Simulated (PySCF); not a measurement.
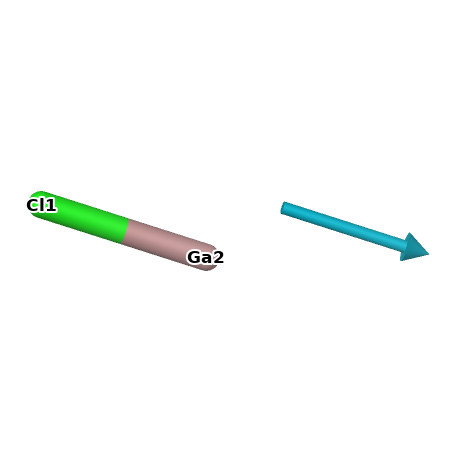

The arrow beside the molecule shows the direction of the dipole moment, from the negative to the positive end (its length means nothing). The computed structure is the end point of a PBE0-D3(BJ)/def2-SVP optimisation. No frequency run is at hand to confirm it as a minimum. Method: LC-wPBE/def2-SVPD, gas phase (PySCF 2.14.0).

Question: How large is the dipole moment?

Answer: 2.53 D; it points from the side of Cl1 to the side of Ga2 (the outermost atoms at the two ends).
